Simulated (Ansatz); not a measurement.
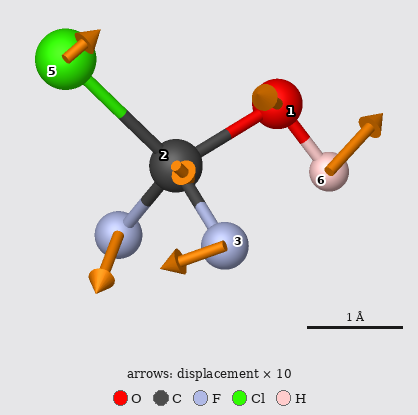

This is a relaxation of CHClF$_{2}$O (coarse preliminary run). The starting structure is drawn; orange arrows show the displacements, magnified 10 times. The two geometries are superimposed by the best rigid fit.

Style: ball-and-stick. Shown at a tilt.

The start comes from a force field.

Theory: Ansatz 0.2.0, RKS PBE-D4/def2-SVP.

The input:
```yaml
crystal:
  periodic: [false, false, false]
  atoms:
    - {symbol: O, position_ang: [0.145200, 0.299100, 1.095700]}
    - {symbol: C, position_ang: [0.019300, 0.044200, -0.286600]}
    - {symbol: F, position_ang: [-1.297900, -0.261500, -0.565300]}
    - {symbol: F, position_ang: [0.828500, -1.060900, -0.488600]}
    - {symbol: Cl, position_ang: [0.590700, 1.372900, -1.276200]}
    - {symbol: H, position_ang: [-0.243700, -0.457800, 1.474800]}
basis:
  gaussian: {orbitals: def2-SVP}
hamiltonian: {xc: pbe, dispersion: d4}
relax: {f_tol: 0.03, max_steps: 200}
```

Question: What happened in the run?

Answer: The energy falls by 6.35 kcal/mol in 5 geometry steps. The largest force component goes from 2.8 to 0.013 eV/Å. The atom that moves furthest after the best rigid fit is H6 (0.10 Å). By element the largest moves are H 0.10 Å, F 0.09 Å, O 0.07 Å, Cl 0.05 Å, C 0.04 Å. Near-neighbour distances that change, for instance: O1–C2 1.411 → 1.352 Å, O1–H6 0.932 → 0.981 Å, C2–Cl5 1.752 → 1.779 Å, C2–F3 1.381 → 1.359 Å. Bond angles that change, for instance: O1–C2–F4 103.6° → 111.8°, C2–O1–H6 102.4° → 107.4°, F3–C2–F4 110.6° → 105.9°. The run took of the order of 19 core-seconds on a shared host.
